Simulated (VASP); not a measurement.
Band structure of Si (diamond). Calculation: revTPSS meta-GGA, VASP's PBE PAW potentials (set 64) (plane waves; VASP).

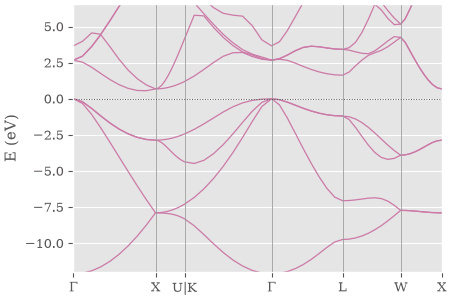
Fig. 1. Bands along high-symmetry lines, zero at the valence-band maximum or, without a gap, the Fermi level

**Question.** Read the plot: is there a gap, and where are the band edges?

**Answer.** The gap is indirect, 0.56 eV, from the valence maximum at Γ to the conduction minimum at (0.44, 0.44, 0.00).

Measured: gap 1.23 eV (computed value off by -0.67 eV), as given by Wei Chen et al., Physical Review Materials (2018), doi:10.1103/physrevmaterials.2.073803 [zero-point renormalisation of 0.06 eV added back (the table's ZPR column)].

The compound is Si in the diamond structure. It was relaxed first.
